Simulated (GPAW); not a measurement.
## How the form of the self-energy moves the gap of In2O3 (R-3c)

Wanted: the gap of In2O3 (R-3c) under several approximations, with cost.

Method: LDA and many-body steps on it, plane waves, in GPAW 26.7.0.

**The experiments to reproduce.**

- Gap 3.08 eV: optical gap from linear extrapolation of the absorption edge; UV-visible absorption, Tauc-type extrapolation; powder (hydrothermally grown microspheres, annealed at 400 C) (“Fabrication and performance enhancement of an In2O3/BiVO4 heterojunction for N-butanol gas sensing applications”, 2024, pmc:11650617).

**1. Set-up**

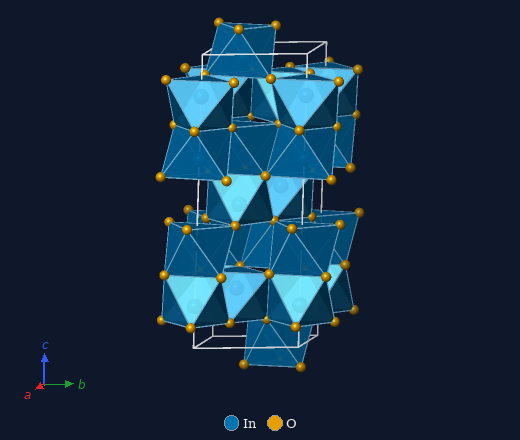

The cell as given, slightly off an axis (indium blue, oxygen orange). This picture shows the conventional cell, with its axes. Some periodic images of atoms are drawn too.

Structure file:

```xyz
10
Lattice="2.7435 1.5840 4.8367 -2.7435 1.5840 4.8367 0.0000 -3.1679 4.8367" Properties=species:S:1:pos:R:3 pbc="T T T"
In    0.0000    0.0000    5.1846
In    0.0000    0.0000    2.0704
In    0.0000    0.0000    9.3254
In    0.0000    0.0000   12.4396
O    -1.1084    1.5840    8.4642
O    -0.8176   -1.7519    8.4642
O     1.9259    0.1679    8.4642
O     1.1084   -1.5840    6.0458
O     0.8176    1.7519    6.0458
O    -1.9259   -0.1679    6.0458
```

The cell and positions come from the Crystallography Open Database and are kept as given unless a step says otherwise. This is not the form that In2O3 usually takes at ambient conditions.

**2. Empty states on the mesh, 4×4×4 mesh, 434 bands**

This step: GPAW 26.7.0; DFT, LDA, plane waves, PAW.

The sums over transitions need many empty states on a uniform mesh; this step solves for them.

The input, run.py:

```python
import json
import numpy as np
from gpaw.mpi import world
from gpaw import GPAW

calc = GPAW('gs.gpw').fixed_density(kpts={'size': (4, 4, 4), 'gamma': True},
    parallel={'domain': 1, 'band': 1},
    txt='nscf.txt')
calc.diagonalize_full_hamiltonian(nbands=434)
calc.write('full.gpw', mode='all')
res = {}
kpts = calc.get_ibz_k_points()
res['kpts'] = kpts
res['eigenvalues'] = [calc.get_eigenvalues(kpt=k) for k in range(len(kpts))]
res['n_electrons'] = calc.get_number_of_electrons()

if world.rank == 0:
    with open('result.json', 'w') as f:
        json.dump(res, f, default=lambda x: x.tolist())
```

Run with:

```sh
$ mpirun -n 8 gpaw python run.py
```

The log of the run:

```text
Diagonalizing LCAO Hamiltonian
Converting LCAO to pw mode
convergence criteria:
- Maximum integral of absolute [eigenst]ate change: 4e-08 eV^2 / valence electron
maximum number of iterations: 100

SCF iterations
|iter     |     time |      energy | eigst |  dens |
|iter:   1|  |             | +0.57 |       |
|iter:   2|  |             | -0.78 |       |
|iter:   3|  |             | -1.75 |       |
[...]
|iter:  18|  |             | -6.96 |       |
|iter:  19|  |             | -7.21 |       |
|iter:  20|  |             | -7.52c|       |
SCF steps: 20
  __  _  _
 | _ |_)|_||  |
 |__||  | ||/\| - 26.7.0

Input parameters:
  mode=PW(ecut=600.0),
  convergence={'density': 1e-06, 'bands': -3},
  gpts=array([35, 35, 35]),
  kpts=MonkhorstPack(size=(4, 4, 4), gamma=True),
  maxiter=100,
  nbands=55,
  occupations=Occupations(name='fermi-dirac', width=0.001, fixmagmom=False),
  parallel={'domain': 1, 'band': 1},
  xc=XC(name='LDA')
Matrix size: 4177x4177
# Writing to full.gpw (mode='all')
  [... matrices ...]

timing:  # [seconds]
  Total: 132.020  # ━━━━━━━━━━━━━━━━━━━━━━━━━━━━━━━━━━━━━━━━━━━━━━━━━━━━━━━━━
```

Elapsed: 2.6 min, on 8 MPI ranks of Arm Neoverse V2, shared host; peak memory 13 GiB.

This step gave:

```
gap                                                           : 1.190 eV
k of the valence top                                          : 0.25, 0, 0
k of the conduction bottom                                    : 0, 0, 0
least direct gap                                              : 1.217 eV
k points computed                                             : 14
lowest point of the top converged band, above the valence top : 112.4835 eV
```

On this mesh the gap is 1.190 eV.

**3. One-shot HSE06**

This step: one-shot HSE06 levels on LDA orbitals, plane waves, PAW.

The input, run.py:

```python
import json
import numpy as np
from gpaw.mpi import world
from gpaw.hybrids.eigenvalues import non_self_consistent_eigenvalues

dft, vxc, vxc_hyb = non_self_consistent_eigenvalues('full.gpw', 'HSE06', 42, 46, kpt_indices=[0, 2])
res = {'dft': dft[0], 'hybrid': (dft - vxc + vxc_hyb)[0]}
if world.rank == 0:
    with open('hybrid.txt', 'w') as f:
        for k, e0, e1 in zip([0, 2], res['dft'], res['hybrid']):
            print(k, ' '.join(f'{x:9.4f}' for x in e0), '|', ' '.join(f'{x:9.4f}' for x in e1), file=f)

if world.rank == 0:
    with open('result.json', 'w') as f:
        json.dump(res, f, default=lambda x: x.tolist())
```

Run with:

```sh
$ mpirun -n 8 gpaw python run.py
```

The log of the run:

```text
IBZ(<points: 14, symmetries: 6>)
Occupied bands: 44
Transforming wave functions from IBZ to BZ: 0.043 seconds
Distributing wave functions and iFFT-ing to real space: 0.570 seconds
Calculating eigenvalues:
  k-points: 2
  Bands: 42-45 (inclusive)
  Seconds: 3.995 (wave-function broadcasting: 0.014 seconds)
HSE06-eigenvalue shifts:
  min: -1.123 eV
  ave: -0.151 eV
  max: 1.058 eV
```

It took 7.6 s on 8 MPI ranks; peak memory 3.8 GiB; 60 s of CPU time.

Numbers from this step:

| Quantity | Value |
| --- | --- |
| starting gap on the mesh | 1.190 eV |
| hybrid gap on the mesh | 2.880 eV |
| least direct hybrid gap on the computed points | 2.880 eV |

**4. GLLB-SC, self-consistent**

This step: DFT, GLLB-SC with its derivative discontinuity, plane waves, PAW.

The input, run.py:

```python
import json
import numpy as np
from gpaw.mpi import world
from ase import Atoms
from gpaw import GPAW, PW, FermiDirac

atoms = Atoms(['In', 'In', 'In', 'In', 'O', 'O', 'O', 'O', 'O', 'O'],
    cell=[[2.7435000000, 1.5839604635, 4.8366666667],
      [-2.7435000000, 1.5839604635, 4.8366666667],
      [0.0000000000, -3.1679209270, 4.8366666667]],
    scaled_positions=[[0.3573100000, 0.3573100000, 0.3573100000],
      [0.1426900000, 0.1426900000, 0.1426900000],
      [0.6426900000, 0.6426900000, 0.6426900000],
      [0.8573100000, 0.8573100000, 0.8573100000],
      [0.5480000000, 0.9520000000, 0.2500000000],
      [0.2500000000, 0.5480000000, 0.9520000000],
      [0.9520000000, 0.2500000000, 0.5480000000],
      [0.4520000000, 0.0480000000, 0.7500000000],
      [0.7500000000, 0.4520000000, 0.0480000000],
      [0.0480000000, 0.7500000000, 0.4520000000]],
    pbc=(True, True, True))
calc = GPAW(mode=PW(600),
    xc='GLLBSC',
    kpts={'size': (4, 4, 4), 'gamma': True},
    occupations=FermiDirac(0.001),
    nbands=-11,
    convergence={'bands': -3},
    maxiter=120,
    txt='gllbsc.txt')
atoms.calc = calc
atoms.get_potential_energy()
homo, lumo = calc.get_homo_lumo()
response = calc.hamiltonian.xc.response
dxc_pot = response.calculate_discontinuity_potential(homo, lumo)
ks_gap, dxc = response.calculate_discontinuity(dxc_pot)
res = {'ks_gap': ks_gap, 'dxc': dxc}

if world.rank == 0:
    with open('result.json', 'w') as f:
        json.dump(res, f, default=lambda x: x.tolist())
```

Run with:

```sh
$ mpirun -n 8 gpaw python run.py
```

The log of the run:

```text
[banner, memory and clock lines left out]
___ ___ ___ _ _ _
 |   |   |_  | | | |
 | | | | | . | | | |
 |__ |  _|___|_____|  26.7.0
 |___|_|

Input parameters:
  convergence: {bands: -3}
  kpts: {gamma: True,
         size: (4, 4, 4)}
  maxiter: 120
  mode: {ecut: 600.0,
         name: pw}
  nbands: -11
  occupations: {fixmagmom: False,
                name: fermi-dirac,
                width: 0.001}
  xc: GLLBSC

System changes: positions, numbers, cell, pbc, initial_charges, initial_magmoms

Initialize ...

species:
  In:
    name:    Indium
    Z:       49.0
    valence: 13
    core:    36
    charge:  0.0  # [|e|]
    compensation charges:
      type: gauss
      rc: 0.36  # [Å]
      lmax: 2
    cutoffs:
      filter: 2.09  # [Å]
      core: 2.48  # [Å]
    projectors
    | kind |    occ | energy [eV] | rcut [Å] |
    |   5s |  2.000 |      -8.515 |    1.185 |
    |   5p |  1.000 |      -2.998 |    1.244 |
    |   4d | 10.000 |     -19.723 |    1.148 |
    |    s |        |      18.697 |    1.185 |
    |    p |        |      24.213 |    1.244 |
    |    d |        |       7.489 |    1.148 |

    Using partial waves for In as LCAO basis

  O:
    name:    Oxygen
    Z:       8.0
    valence: 6
    core:    2
    charge:  0.0  # [|e|]
    compensation charges:
      type: gauss
      rc: 0.21  # [Å]
      lmax: 2
    cutoffs:
      filter: 1.17  # [Å]
      core: 0.83  # [Å]
    projectors
    | kind |    occ | energy [eV] | rcut [Å] |
    |   2s |  2.000 |     -28.986 |    0.688 |
    |   2p |  4.000 |     -13.358 |    0.598 |
    |    s |        |      -1.774 |    0.688 |
    |    p |        |      13.853 |    0.598 |
    |    d |        |       0.000 |    0.619 |

    Using partial waves for O as LCAO basis

Reference energy: -651811.323841  # eV

Spin-paired calculation

Convergence criteria:
 Maximum [total energy] change in last 3 cyles: 0.0005 eV / valence electron
 Maximum integral of absolute [dens]ity change: 0.0001 electrons / valence electron
 Maximum integral of absolute [eigenst]ate change: 4e-08 eV^2 / valence electron
 Maximum number of scf [iter]ations: 120
 (Square brackets indicate name in SCF output, whereas a 'c' in
 the SCF output indicates the quantity has converged.)
  [... matrices ...]
Symmetries present (total): 6

  [... matrices ...]
64 k-points: 4 x 4 x 4 Monkhorst-Pack grid + [1/8,1/8,1/8]
14 k-points in the irreducible part of the Brillouin zone
       k-points in crystal coordinates                weights
   0:     0.00000000    0.00000000    0.00000000          1/64
   1:     0.25000000    0.00000000   -0.25000000          6/64
   2:     0.25000000    0.00000000    0.00000000          6/64
   3:     0.25000000    0.25000000   -0.25000000          6/64
   4:     0.25000000    0.25000000    0.00000000          6/64
   5:     0.25000000    0.25000000    0.25000000          2/64
   6:     0.50000000    0.00000000    0.00000000          3/64
   7:     0.50000000    0.00000000    0.25000000          6/64
   8:     0.50000000    0.25000000   -0.25000000          6/64
   9:     0.50000000    0.25000000    0.00000000          6/64
          ...
  13:     0.50000000    0.50000000    0.50000000          1/64

Wave functions: Plane wave expansion
  Cutoff energy: 600.000 eV
  Number of coefficients (min, max): 4172, 4221
  Pulay-stress correction: 0.000000 eV/Ang^3 (de/decut=0.000000)
  Using FFTW library
  Wavefunction extrapolation:
    Improved wavefunction reuse through dual PAW basis

Occupation numbers: Fermi-Dirac:
  width: 0.0010  # eV

Eigensolver
   Davidson(niter=2)

Densities:
  Coarse grid: 35*35*35 grid
  Fine grid: 70*70*70 grid
  Total Charge: 0.000000

Density mixing:
  Method: separate
  Backend: msr1
  Linear mixing parameter: 0.05
  old densities: 10
  Width of damping distribution: 1.1
  Damping of long wavelength oscillations: 20

Hamiltonian:
  XC and Coulomb potentials evaluated on a 70*70*70 grid
  Using the GLLBSC Exchange-Correlation functional
  External potential:
    NoExternalPotential

XC parameters: GLLBSC functional being used consists of
  | Weight | Module     | Description                                   |
  |  1.000 | SCREENING  | GGA_X_PBE_SOL with 2 nearest neighbor stencil |
  |  1.000 | RESPONSE   | eps=0.0500 eV                                 |
  |  1.000 | XC         | GGA_C_PBE_SOL with 2 nearest neighbor stencil |

Memory estimate:

Total number of cores used: 8
Parallelization over k-points: 8

Number of atoms: 10
Number of atomic orbitals: 60
Number of bands in calculation: 55
Number of valence electrons: 88
Bands to converge: 52

... initialized

Initializing position-dependent things.

Density initialized from atomic densities
Creating initial wave functions:
  55 bands from LCAO basis set

             In

           O In
                  O
          O
                O
        O
             InO

             In

Atomic positions and initial magnetic moments

Positions:
   0 In    -0.000000   -0.000000    5.184568    ( 0.0000,  0.0000,  0.0000)
   1 In     0.000000   -0.000000    2.070432    ( 0.0000,  0.0000,  0.0000)
   2 In    -0.000000    0.000000    9.325432    ( 0.0000,  0.0000,  0.0000)
   3 In     0.000000   -0.000000   12.439568    ( 0.0000,  0.0000,  0.0000)
   4 O     -1.108374    1.583960    8.464167    ( 0.0000,  0.0000,  0.0000)
   5 O     -0.817563   -1.751860    8.464167    ( 0.0000,  0.0000,  0.0000)
   6 O      1.925937    0.167900    8.464167    ( 0.0000,  0.0000,  0.0000)
   7 O      1.108374   -1.583960    6.045833    ( 0.0000,  0.0000,  0.0000)
   8 O      0.817563    1.751860    6.045833    ( 0.0000,  0.0000,  0.0000)
   9 O     -1.925937   -0.167900    6.045833    ( 0.0000,  0.0000,  0.0000)
  [... matrices ...]
Unit cell:
           periodic     x           y           z      points  spacing
  1. axis:    yes    2.743500    1.583960    4.836667    35     0.1290
  2. axis:    yes   -2.743500    1.583960    4.836667    35     0.1290
  3. axis:    yes    0.000000   -3.167921    4.836667    35     0.1290

  Lengths:   5.781788   5.781788   5.781788
  Angles:   56.654541  56.654541  56.654541

Effective grid spacing dv^(1/3) = 0.1433

iter:   1    -90.676010   +0.23
iter:   2    -78.244419   -0.60  -0.86
iter:   3    -62.771026   -0.24  -0.92
iter:   4    -60.714828   -1.12  -1.32
iter:   5    -61.613812   -1.27  -1.49
iter:   6    -59.389465   -1.67  -1.56
iter:   7    -59.105097   -2.00  -2.31
iter:   8    -59.287374   -2.51  -2.45
iter:   9    -59.356251   -3.05  -2.85
iter:  10    -59.368200   -3.57  -3.45
iter:  11    -59.385912c  -3.78  -3.84
iter:  12    -59.381709c  -3.96  -4.11c
iter:  13    -59.379020c  -4.43  -4.55c
iter:  14    -59.380295c  -4.51  -4.65c
iter:  15    -59.380542c  -5.32  -5.33c
iter:  16    -59.380477c  -5.37  -5.65c
iter:  17    -59.380425c  -5.93  -6.10c
iter:  18    -59.380462c  -6.07  -6.33c
iter:  19    -59.380458c  -6.78  -7.22c
iter:  20    -59.380458c  -7.10  -7.93c
iter:  21    -59.380457c  -7.11  -7.91c
iter:  22    -59.380457c  -7.43c -8.05c

Converged after 22 iterations.

Dipole moment: (0.000000, 0.000000, -0.000000) |e|*Ang

Energy contributions relative to reference atoms: (reference = -651811.323841)
  [... matrices ...]
Kinetic:       +145.775902
Potential:     -124.827261
External:        +0.000000
XC:             -81.643796
Entropy (-ST):   -0.000000
Local:           +1.314697
SIC:             +0.000000
Free energy:    -59.380457
Extrapolated:   -59.380457

GLLBSC response reference energy: 2.94010 eV (from HOMO)
  [... matrices ...]
Showing only first 2 kpts
 Kpt  Band  Eigenvalues  Occupancy
  0    42      2.93971    2.00000
  0    43      2.94010    2.00000
  0    44      5.10436    0.00000
  0    45      9.56258    0.00000

  1    42      2.80552    2.00000
  1    43      2.87738    2.00000
  1    44      7.84277    0.00000
  1    45      9.49488    0.00000

Fermi level: 3.14605

Gap: 2.164 eV
Transition (v -> c):
  (s=0, k=0, n=43, [0.00, 0.00, 0.00]) -> (s=0, k=0, n=44, [0.00, 0.00, 0.00])
No difference between direct/indirect transitions
```

It took 29 s on 8 MPI ranks; peak memory 2.3 GiB.

This step gave:

| Property | Result |
| --- | --- |
| starting gap on the mesh | 2.164 eV |
| derivative discontinuity | 0.9177 eV |
| quasiparticle gap on the mesh | 3.082 eV |

[end of part 1 of 2]

[Paths, hosts, dates, memory and timing lines, banners, echoed tables and standing remarks are left out of the program output.]

[Logs are printed without paths, hosts, clocks, repeated set-up lines and the standing remarks that a program may print on its own settings, such as how far it seeks lower states.]

[Runs of the session that timed out or met a known fault of the program may be left out.]

[Hosts, paths, dates, database ids (printed as entryN), source tags and the programs' standing remarks are cut or masked in the printed files.]
